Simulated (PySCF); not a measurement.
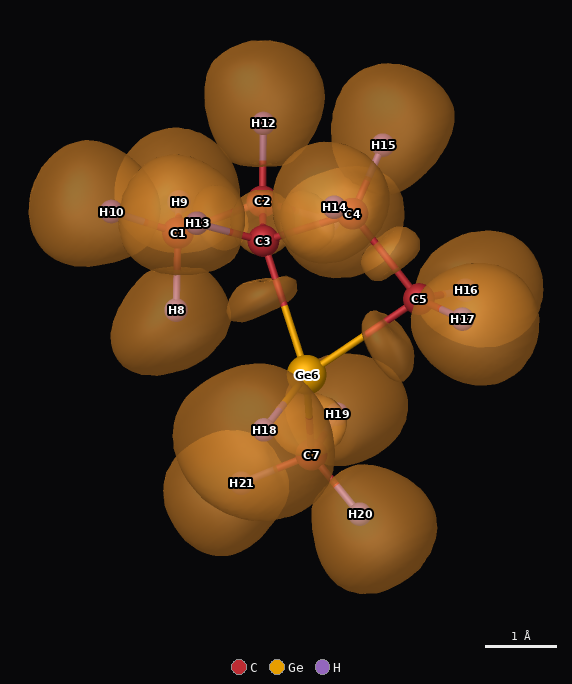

Figure. C6H14Ge. Isosurface of the electron localisation function at 0.8 (orange), seen at an oblique angle. Core shells and regions of very low density are left out.

Geometry: PBE0-D3(BJ)/def2-SVP.

Method: CAM-B3LYP/def2-SVPD, SCF density, gas phase in PySCF 2.14.0.

```xyz
21

C    -1.6160   -1.7164   -0.4009
C    -1.2957   -0.2578   -0.6842
C    -0.6384    0.4650    0.4836
C    -0.2365    1.9311    0.1680
C     1.2488    1.8109   -0.2500
Ge    1.3068    0.0773    0.7029
C     2.1203   -1.4618   -0.1837
H    -0.7050   -2.2911   -0.1679
H    -2.1052   -2.2005   -1.2601
H    -2.2919   -1.8110    0.4640
H    -0.6544   -0.1849   -1.5826
H    -2.2282    0.2749   -0.9518
H    -1.2689    0.3674    1.3818
H    -0.3172    2.5439    1.0801
H    -0.8877    2.4071   -0.5878
H     1.3690    1.6619   -1.3347
H     1.9052    2.6352    0.0609
H     1.8145    0.1852    2.1596
H     1.7087   -1.5835   -1.1960
H     3.2082   -1.3140   -0.2645
H     1.9382   -2.3864    0.3835
```

### What do the ELF domains correspond to?

The surface consists of four regions between bonded C–C atoms (shared pairs), 14 regions around hydrogen nuclei, one lobe of the valence shell of C pointing towards Ge (polar bonds) and two regions wrapped around C (the valence shell of each).

Values along the shortest contacts:
C–C (1.52 Å): the ELF peaks at about 0.95 between the atoms; localised, covalent bonding. C–Ge (1.95 Å): the ELF peaks at about 0.95 in the valence shell of C, 0.7 Å from its nucleus, and is about 0.70 at the midpoint.
